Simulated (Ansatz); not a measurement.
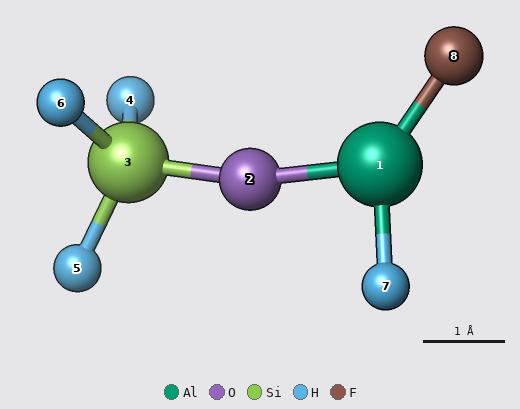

Fig. 1: The starting structure (ball-and-stick view, seen at a tilt; atoms are numbered from 1 in the order of the input). Sticks mark near contacts. Bond lengths as drawn: Al–F 1.64 Å, Al–H 1.53 Å, Al–O 1.71 Å, H–Si 1.48 Å and O–Si 1.63 Å.

## Run report: AlSiH$_{4}$OF, geometry relaxation

The run: geometry relaxation of AlSiH$_{4}$OF. Method and program: RHF/def2-SVP (Ansatz 0.2.0).

It belongs to a series of runs on one base structure; here: end point A relaxed. Figures and captions count atoms from 1; the log counts them from 0 in places.

## The program's output
```
The last accepted step is kept in [file] (removed where the run ends without a failure and the disk answers)
Engine: ansatz 0.2.0, x86_64-unknown-linux-gnu
Functional definition: HF
  exchange = exact_x
  correlation = 0
832 factors; integrals over basis functions are off by at most 4.7e-4 eV
mean field evaluation 1: about -19243.1836 eV, gradient 4.4e1 eV
mean field evaluation 2: about -19243.2080 eV, gradient 4.5e1 eV
mean field evaluation 4: about -19247.1320 eV, gradient 2.6e0 eV
mean field evaluation 8: about -19247.1709 eV, gradient 2.8e-4 eV
mean field -19247.17087289 eV, -707.3204833778 hartree, gradient 2.5e-5 eV, S^2 0.000000; 0 other end points of the search recorded, 0 dependent functions left out
the calculation of the forces begins
reference -19247.17087289 eV, -707.3204833778 hartree; 24, 24 occupied and 60, 60 virtual orbitals, 832 factors
relax step   1: F+E_penalty+E_count = -19247.17087289 eV  Δ(F+E_penalty+E_count) = +0.000e0 eV  max|allowed force component| = 2.056e0 eV/Å  Δτ_max = 0.0000 Å  (32 SCF iters, accepted)
these checks for a lower state are left out or cut short: starts, cluster_reference, orbital_swaps, neighbouring_geometries, increment
832 factors; integrals over basis functions are off by at most 5.5e-4 eV
mean field evaluation 16: about -19247.5898 eV, gradient 4.5e-3 eV
mean field -19247.58982193 eV, -707.3358794709 hartree, gradient 5.3e-5 eV, S^2 0.000000; 0 other end points of the search recorded, 0 dependent functions left out
the calculation of the forces begins
reference -19247.58982193 eV, -707.3358794709 hartree; 24, 24 occupied and 60, 60 virtual orbitals, 832 factors
relax step   2: F+E_penalty+E_count = -19247.58982193 eV  Δ(F+E_penalty+E_count) = -4.189e-1 eV  max|allowed force component| = 1.499e0 eV/Å  Δτ_max = 0.1949 Å  (30 SCF iters, accepted)
these checks for a lower state are left out or cut short: starts, cluster_reference, orbital_swaps, neighbouring_geometries, increment
832 factors; integrals over basis functions are off by at most 5.1e-4 eV
mean field -19247.83668799 eV, -707.3449516314 hartree, gradient 5.1e-5 eV, S^2 0.000000; 0 other end points of the search recorded, 0 dependent functions left out
the calculation of the forces begins
reference -19247.83668799 eV, -707.3449516314 hartree; 24, 24 occupied and 60, 60 virtual orbitals, 832 factors
relax step   3: F+E_penalty+E_count = -19247.83668799 eV  Δ(F+E_penalty+E_count) = -2.469e-1 eV  max|allowed force component| = 8.864e-1 eV/Å  Δτ_max = 0.1971 Å  (31 SCF iters, accepted)
these checks for a lower state are left out or cut short: starts, cluster_reference, orbital_swaps, neighbouring_geometries, increment
832 factors; integrals over basis functions are off by at most 3.9e-4 eV
mean field evaluation 32: about -19247.8899 eV, gradient 5.3e-5 eV
mean field -19247.88991809 eV, -707.3469078013 hartree, gradient 5.3e-5 eV, S^2 0.000000; 0 other end points of the search recorded, 0 dependent functions left out
the calculation of the forces begins
reference -19247.88991809 eV, -707.3469078013 hartree; 24, 24 occupied and 60, 60 virtual orbitals, 832 factors
relax step   4: F+E_penalty+E_count = -19247.88991809 eV  Δ(F+E_penalty+E_count) = -5.323e-2 eV  max|allowed force component| = 4.157e-1 eV/Å  Δτ_max = 0.1637 Å  (30 SCF iters, accepted)
these checks for a lower state are left out or cut short: starts, cluster_reference, orbital_swaps, neighbouring_geometries, increment
832 factors; integrals over basis functions are off by at most 3.9e-4 eV
mean field -19247.89635139 eV, -707.3471442208 hartree, gradient 5.2e-5 eV, S^2 0.000000; 0 other end points of the search recorded, 0 dependent functions left out
the calculation of the forces begins
reference -19247.89635139 eV, -707.3471442208 hartree; 24, 24 occupied and 60, 60 virtual orbitals, 832 factors
relax step   5: F+E_penalty+E_count = -19247.89635139 eV  Δ(F+E_penalty+E_count) = -6.433e-3 eV  max|allowed force component| = 1.061e-1 eV/Å  Δτ_max = 0.0344 Å  (31 SCF iters, accepted)
these checks for a lower state are left out or cut short: starts, cluster_reference, orbital_swaps, neighbouring_geometries, increment
832 factors; integrals over basis functions are off by at most 3.9e-4 eV
mean field -19247.89686133 eV, -707.3471629608 hartree, gradient 5.3e-5 eV, S^2 0.000000; 0 other end points of the search recorded, 0 dependent functions left out
the calculation of the forces begins
reference -19247.89686133 eV, -707.3471629608 hartree; 24, 24 occupied and 60, 60 virtual orbitals, 832 factors
relax step   6: F+E_penalty+E_count = -19247.89686133 eV  Δ(F+E_penalty+E_count) = -5.099e-4 eV  max|allowed force component| = 1.952e-2 eV/Å  Δτ_max = 0.0143 Å  (32 SCF iters, accepted)
```

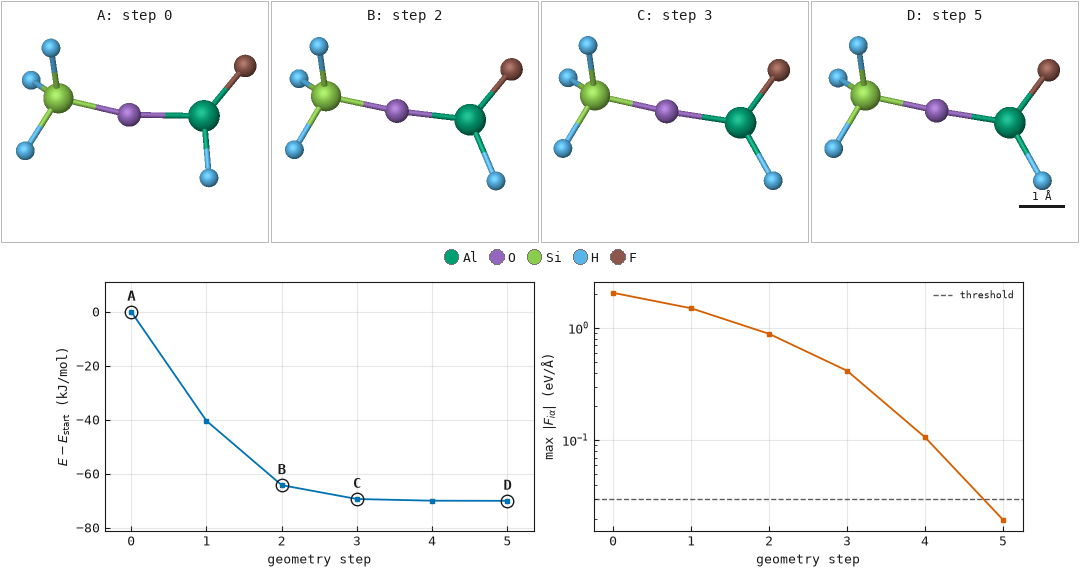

Fig. 2: Frames of the relaxation (ball-and-stick view, seen at a tilt) above the curves, on which the letters mark them (the first geometry is step 0 here and step 1 in the log).

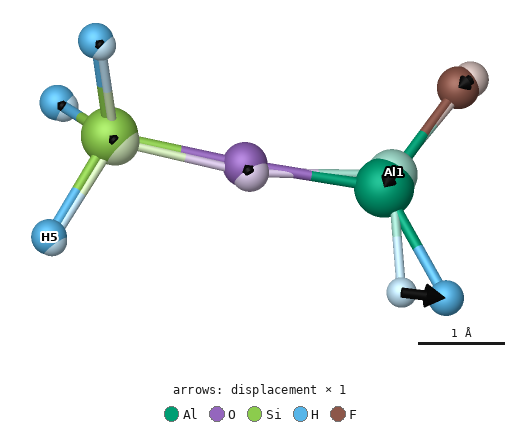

Fig. 3: Start (faint) and end (solid) with the displacements as black arrows, at true length (ball-and-stick view, seen at a tilt). The two geometries are laid on each other by the best rigid fit. The energy falls by 70.0 kJ/mol in 5 geometry steps. Largest force component: 2.1 eV/Å at the start, 0.02 eV/Å at the end. The atom that moves furthest after the best rigid fit is H7 (0.54 Å). Largest moves by element: H 0.54 Å, Al 0.20 Å, F 0.19 Å, O 0.11 Å, Si 0.09 Å. Among the contacts that change: Al1–O2 1.712 → 1.674 Å, Al1–H7 1.531 → 1.556 Å, Al1–F8 1.638 → 1.649 Å, O2–Si3 1.634 → 1.638 Å. Among the angles that change: O2–Al1–H7 89.4° → 123.0°, H7–Al1–F8 140.6° → 118.9°, O2–Al1–F8 130.0° → 118.1°. (Atoms are counted from 1 in the order of the input.)

```
832 factors; integrals over basis functions are off by at most 3.9e-4 eV
mean field -19247.89686133 eV, -707.3471629608 hartree, gradient 5.3e-5 eV, S^2 0.000000; 1 other end points of the search recorded, 0 dependent functions left out
the calculation of the forces begins
reference -19247.89686133 eV, -707.3471629608 hartree; 24, 24 occupied and 60, 60 virtual orbitals, 832 factors
Total energy: -19247.89686133 eV, -707.3471629608 hartree
Atom 0 at     0.557844     0.098284    -0.283474 Å, force    -0.014970     0.004947    -0.014491 eV/Å
Atom 1 at     0.143208    -0.221273     1.306079 Å, force     0.007334    -0.006828     0.019524 eV/Å
Atom 2 at    -0.347969    -0.524733     2.838874 Å, force    -0.006174     0.006008    -0.011355 eV/Å
Atom 3 at    -1.379665    -1.586308     2.844436 Å, force     0.000205    -0.001053     0.000418 eV/Å
Atom 4 at     0.799527    -0.972337     3.660513 Å, force     0.001388    -0.000722    -0.001617 eV/Å
Atom 5 at    -0.915803     0.701920     3.442810 Å, force    -0.000579     0.000154     0.000256 eV/Å
Atom 6 at     2.029488     0.114430    -0.788582 Å, force    -0.001225     0.000594    -0.003680 eV/Å
Atom 7 at    -0.655330     0.409317    -1.356355 Å, force     0.014021    -0.003099     0.010946 eV/Å
Dipole moment:     0.224270    -0.054219     0.178972 e Å
```

## Trajectory as extended XYZ (Å, eV, eV/Å), 6 frames, from step=1 to step=6
```
8
Properties=species:S:1:pos:R:3:forces:R:3 step=1 energy=-19247.17087
Al    0.3998    0.1336   -0.4026    0.6978  -0.4823   2.0562
O     0.2503   -0.2162    1.2671   -1.4817   0.1811  -0.4478
Si   -0.2718   -0.5173    2.7855    0.0097   0.0046   0.0021
H    -1.3165   -1.5708    2.7869   -0.0027  -0.0025   0.0002
H     0.8546   -0.9743    3.6307   -0.0050  -0.0001  -0.0010
H    -0.8498    0.7063    3.3932   -0.0024  -0.0002  -0.0002
H     1.9206    0.0158   -0.2756    0.7844   0.2990  -1.6090
F    -0.7559    0.4422   -1.5209    0.0000   0.0004  -0.0004
8
Properties=species:S:1:pos:R:3:forces:R:3 step=2 energy=-19247.58982
Al    0.4319    0.1219   -0.3577    1.0021  -0.3791   1.4989
O     0.2015   -0.2186    1.2930   -0.8308   0.2269  -0.8392
Si   -0.3071   -0.5205    2.8106    0.1567  -0.0355   0.1378
H    -1.3367   -1.5830    2.8032   -0.0713  -0.0054   0.0546
H     0.8399   -0.9732    3.6343   -0.0690  -0.0019   0.0257
H    -0.8645    0.7117    3.4124   -0.0722  -0.0102   0.0482
H     1.9924    0.0498   -0.4536   -0.0999   0.2136  -0.9697
F    -0.7262    0.4312   -1.4779   -0.0157  -0.0084   0.0437
8
Properties=species:S:1:pos:R:3:forces:R:3 step=3 energy=-19247.83669
Al    0.4847    0.1068   -0.3023    0.8864  -0.0678   0.0880
O     0.1547   -0.2169    1.3028   -0.3462   0.0641  -0.2264
Si   -0.3277   -0.5229    2.8279   -0.0183  -0.0525   0.2700
H    -1.3606   -1.5811    2.8281   -0.0383  -0.0341   0.0351
H     0.8236   -0.9760    3.6449   -0.0438   0.0118  -0.0133
H    -0.8915    0.7041    3.4322   -0.0215   0.0127   0.0430
H     2.0254    0.0884   -0.6441   -0.3734   0.0819  -0.2824
F    -0.6772    0.4169   -1.4253   -0.0449  -0.0161   0.0861
8
Properties=species:S:1:pos:R:3:forces:R:3 step=4 energy=-19247.88992
Al    0.5645    0.1085   -0.2955   -0.2761  -0.1384   0.4157
O     0.1631   -0.2205    1.3114   -0.0356   0.0383  -0.0698
Si   -0.3501   -0.5263    2.8486    0.1351   0.0732  -0.3942
H    -1.3856   -1.5848    2.8428    0.0081   0.0132  -0.0062
H     0.7905   -0.9796    3.6757   -0.0015  -0.0016   0.0091
H    -0.9179    0.7022    3.4494    0.0004  -0.0061  -0.0083
H     2.0291    0.1189   -0.8048    0.0689   0.0259  -0.0381
F    -0.6623    0.4008   -1.3632    0.1006  -0.0045   0.0920
8
Properties=species:S:1:pos:R:3:forces:R:3 step=5 energy=-19247.89635
Al    0.5565    0.0987   -0.2842    0.0592  -0.0264   0.1061
O     0.1296   -0.2180    1.3041    0.0142   0.0030  -0.0178
Si   -0.3505   -0.5242    2.8400    0.0098   0.0030  -0.0224
H    -1.3808   -1.5871    2.8526    0.0013   0.0011  -0.0010
H     0.8061   -0.9721    3.6488   -0.0049  -0.0018   0.0092
H    -0.9145    0.7004    3.4517    0.0002  -0.0001  -0.0025
H     2.0292    0.1146   -0.7835    0.0184  -0.0021   0.0052
F    -0.6443    0.4071   -1.3652   -0.0981   0.0233  -0.0768
8
Properties=species:S:1:pos:R:3:forces:R:3 step=6 energy=-19247.89686
Al    0.5578    0.0983   -0.2835   -0.0150   0.0049  -0.0145
O     0.1432   -0.2213    1.3061    0.0073  -0.0068   0.0195
Si   -0.3480   -0.5247    2.8389   -0.0062   0.0060  -0.0114
H    -1.3797   -1.5863    2.8444    0.0002  -0.0011   0.0004
H     0.7995   -0.9723    3.6605    0.0014  -0.0007  -0.0016
H    -0.9158    0.7019    3.4428   -0.0006   0.0002   0.0003
H     2.0295    0.1144   -0.7886   -0.0012   0.0006  -0.0037
F    -0.6553    0.4093   -1.3564    0.0140  -0.0031   0.0109
```

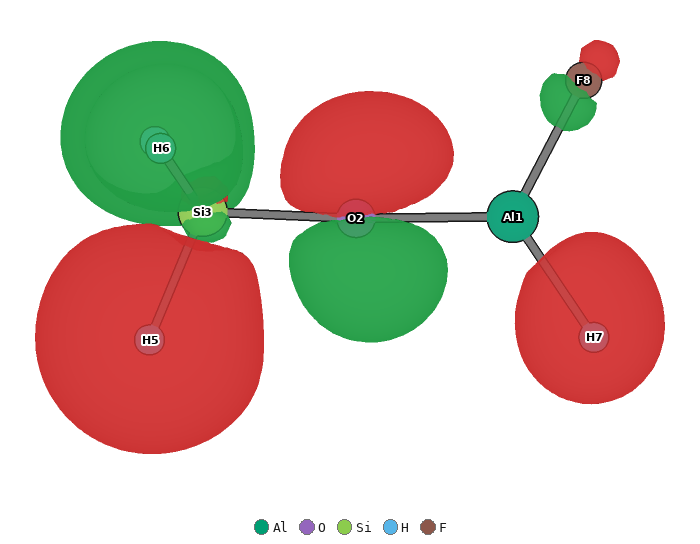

Fig. 4: The HOMO at ±0.08 Å⁻³ᐟ² (green and red are the two phases), seen face on. By Hirshfeld shares it lies mainly on Si3 (30 %), H5 (25 %), O2 (20 %) and H4 (10 %). Its energy is −12.44 eV.

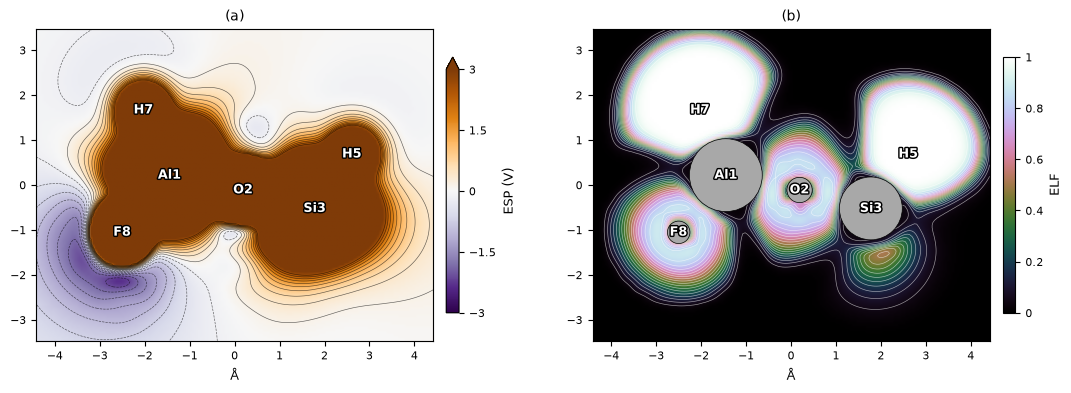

Fig. 5: (a) molecular electrostatic potential; (b) ELF on the plane of atoms O2, Al1 and H7. Grey discs, where drawn, cover atomic cores. The section cuts through Al, O, Si, H and F sites. Al–F (1.65 Å): the ELF peaks at about 0.85 in the valence shell of F, 0.6 Å from its nucleus, and is about 0.25 at the midpoint. Al–O (1.67 Å): the ELF peaks at about 0.85 in the valence shell of O, 0.6 Å from its nucleus, and is about 0.40 at the midpoint. Si–H (1.48 Å): the ELF climbs to about 1 towards the hydrogen, as it does in any bond to H. Al–H (1.56 Å): the ELF climbs to about 1 towards the hydrogen.

This output came from the following input.

## Input
```yaml
crystal:
  periodic: [false, false, false]
  atoms:
    - { symbol: Al, position_ang: [0.3998, 0.133563, -0.402575] }
    - { symbol: O, position_ang: [0.250324, -0.216239, 1.267093] }
    - { symbol: Si, position_ang: [-0.271834, -0.517261, 2.78551] }
    - { symbol: H, position_ang: [-1.31654, -1.570754, 2.786868] }
    - { symbol: H, position_ang: [0.85462, -0.974278, 3.630688] }
    - { symbol: H, position_ang: [-0.849807, 0.706255, 3.393219] }
    - { symbol: H, position_ang: [1.920595, 0.015785, -0.275611] }
    - { symbol: F, position_ang: [-0.755858, 0.442228, -1.520891] }
basis:
  gaussian: { orbitals: def2-SVP }
hamiltonian:
  xc: hf
relax:
  f_tol: 0.03
  max_steps: 50
output:
  orbitals: {}
```

Command:
```bash
ansatz run input.yaml --threads 1 --pin off --max-ram 2048MiB --backend cpu --events-out ev --progress --plain --runs-dir out
```

## Key numbers

| quantity | value |
| --- | --- |
| outcome | converged |
| total energy | −19247.8969 eV |
| mean-field energy | −19247.8969 eV |
| largest force (length of the vector) at the end | 0.022 eV/Å |
| hardware | 1 thread of Intel Xeon (Granite Rapids), 32 GiB of memory available, shared host |
| wall time | 6 s |
| peak memory | 0.16 GiB |
